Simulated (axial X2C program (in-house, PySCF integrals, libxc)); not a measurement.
Relativistic diatomic calculation for OsN

- system: OsN, single determinant with Ω = 5/2.
- method: PBE0, two-component X2C with atomic mean-field Coulomb and Gaunt terms, Os dyall-cv3z, N dyall-av3z (cores contracted) (axial X2C program (in-house, PySCF integrals, libxc))

**Log**
```
two-component X2C + atomic mean field  PBE0
basis functions 235  fitting functions 1171  grid points 5073
iter        total energy     max residual
   1     -17310.176294088     9.69e-06
   2     -17310.176294096     1.02e-05
   3     -17310.176294099     9.00e-06
   4     -17310.176294100     7.65e-06
converged
one-electron -24070.55920617  Coulomb 6951.01530215  exact exchange -86.40510073  xc functional -264.88724955  nuclear repulsion 176.06146104  atomic mean-field constant -15.40150083
```

**The points of the curve**

```csv
R (Å),E (hartree),"dipole (D; origin at the first atom, positive when the second is positive)",highest filled (eV),lowest empty (eV)
1.503,−17310.162642,−1.50,−6.34,−3.47
1.551,−17310.173468,−1.75,−6.39,−3.45
1.599,−17310.176294,−1.98,−6.43,−3.42
1.655,−17310.171894,−2.23,−6.46,−3.40
1.711,−17310.161554,−2.46,−6.46,−3.55
1.783,−17310.143050,−2.66,−6.44,−3.61
```

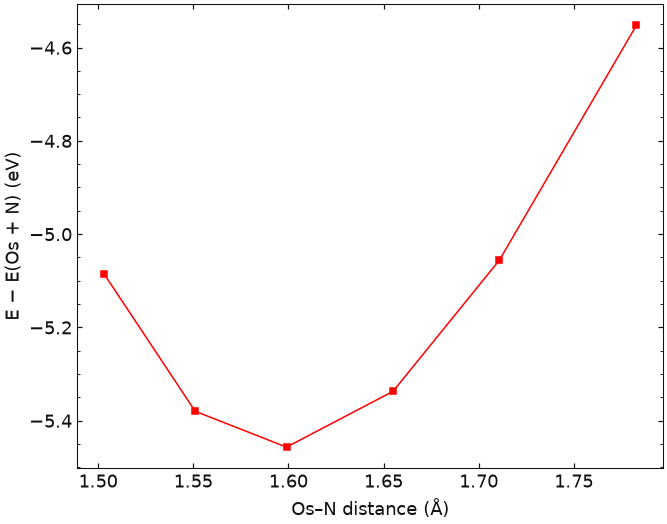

**Figure 1.** Energy at 6 bond lengths, for one set of occupations held fixed; the line joins the points. A polynomial of degree 4 through 6 points gives rₑ = 1.595 Å, ωₑ = 1251 cm⁻¹, ωₑxₑ = 6.8 cm⁻¹ and Bₑ = 0.5079 cm⁻¹. The minimum lies 5.46 eV below Os + N, each computed as one determinant at the same level.

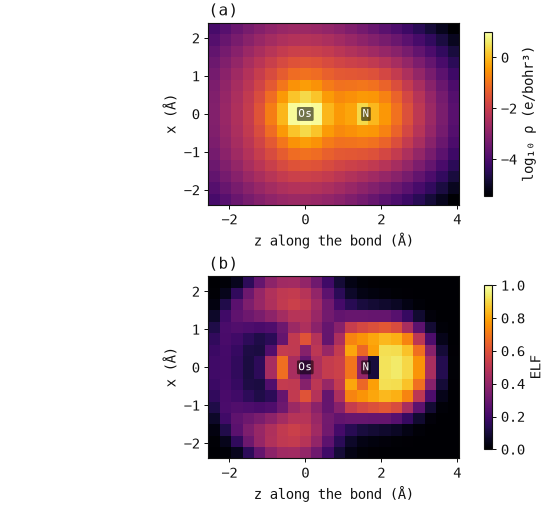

**Figure 2.** (a) electron density on a logarithmic scale; (b) electron localisation function, in a plane that holds the axis, at 1.60 Å, on points 0.3 Å apart (one half computed, the other mirrored); the structure near the nuclei is finer than these points.

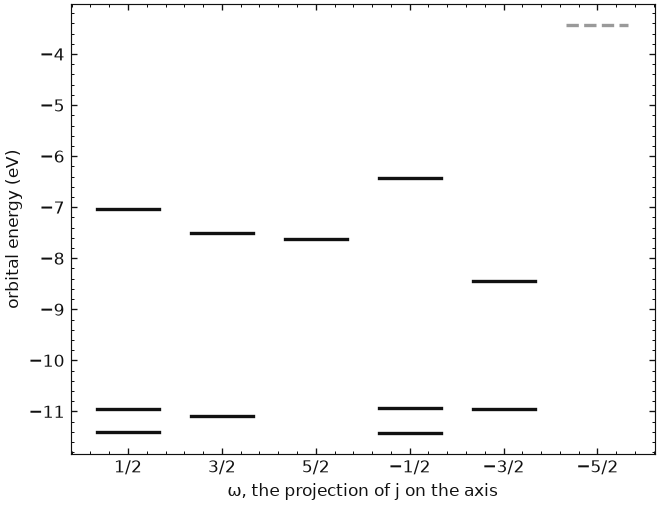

**Figure 3.** Orbital energies near the frontier at 1.60 Å, filled (solid) and empty (dashed). The highest filled spinor (−1/2; 52 % Os s, 19 % N p) lies at −6.43 eV, the lowest empty one (−5/2; 95 % Os d, 3 % N d) at −3.42 eV.

**Input file**
```
{"zs": [76, 7], "q": 0, "bas": ["dyall-cv3z", "dyall-av3z"], "levels": ["PBE0", "HF", "TPSS"], "cc": true, "r0": 1.76, "thr": -2.0, "nmax": 90, "npts": 10, "nst": 2, "ntry": 6}
```

The line is the task of a batch: nuclear charges, charge, bases, the levels to run, a first guess of the distance and further settings. This report covers PBE0 with spin-orbit coupling. The log is that of the reference distance 1.599 Å, started from orbitals converged before.

The run was one of a batch that the task file lists, launched with:
```bash
python <driver script> task.json out
```

**Key numbers**

- outcome: converged
- bond length rₑ: 1.595 Å
- ωₑ: 1251 cm⁻¹
- energy at the minimum: −17310.17633 hartree
- depth below the fragments: 5.46 eV
- hardware: 1 thread of AMD EPYC (Zen 4), 64 GiB of memory available, shared host
- wall time: 6.6 s

**Notes**

To bear in mind: 6 of the 10 points asked for were kept.
